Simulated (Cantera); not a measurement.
Feed: 1 mol V2O5, a varied amount of H2, at 1350 °C and 3.00 bar.

These are equilibrium values from Cantera (NASA tables, ideal gas, pure condensed phases), not measurements of a reactor. Candidate condensed phases: H2O, V, VO, V2O3, V2O4, V2O5; 12 gas species. Mutual solubility and eutectic melting of coexisting phases are not modelled. VO: taken at fixed stoichiometry. Condensed phases not in the tables: the oxides between V2O3 and V2O5 other than VO2. The numbers say what is thermodynamically allowed, not how fast it happens.

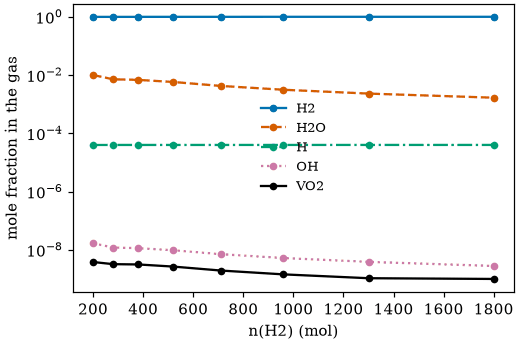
Fig. 1. Equilibrium gas composition (values under 1e-9 drawn at 1e-9)

From 200 mol H2 to 280 mol H2 the condensed part is V2O3(s). At 380 mol H2 the condensed part is VO(s) + V2O3(s). From 520 mol H2 to 1800 mol H2 the condensed part is VO(s).
